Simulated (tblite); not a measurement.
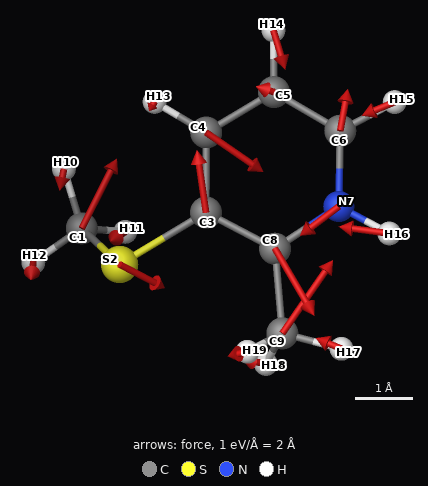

Starting geometry of C7H10NS (charge +1) with the computed forces as red arrows. Style: ball-and-stick. Shown at a tilt.

Theory: GFN2-xTB geometry optimisation, gas phase in tblite. 

### What follows when this structure is relaxed?

It isn't relaxed: the largest force vector, on C9, is 0.79 eV/Å. The final displacements have little in common with the starting forces (cosine between the two patterns 0.19). H11 moves most after the best rigid fit: 0.88 Å. By element the largest moves are H 0.88 Å, S 0.83 Å, C 0.47 Å, N 0.19 Å. Near-neighbour distances that change, for instance: S2–C3 1.777 → 1.739 Å, C8–C9 1.506 → 1.478 Å, C1–S2 1.828 → 1.809 Å, N7–C8 1.353 → 1.334 Å. Among the angles between lasting bonds that change: S2–C3–C8 121.4° → 116.5°, S2–C3–C4 120.5° → 125.3°, S2–C1–H12 109.0° → 105.0°. Groups turn about S2–C3 by about 50°. The energy falls by 27.6 kJ/mol in 100 geometry steps.
